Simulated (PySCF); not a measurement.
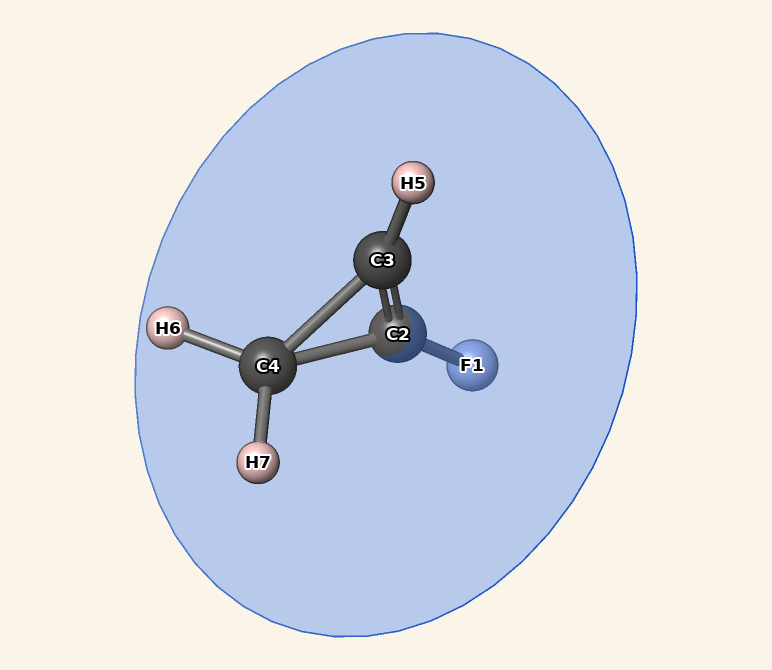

A disc through the centre of mass is drawn in. Distant atoms are faded towards the background colour. Computed geometry: PBE0-D3(BJ)/def2-SVP optimisation. No frequency run is at hand to confirm it as a minimum.

Is the plane of the disc a mirror plane of the structure?

Answer. No. The point group is Cs, with 1 mirror plane, and this plane isn't one of its mirror planes.
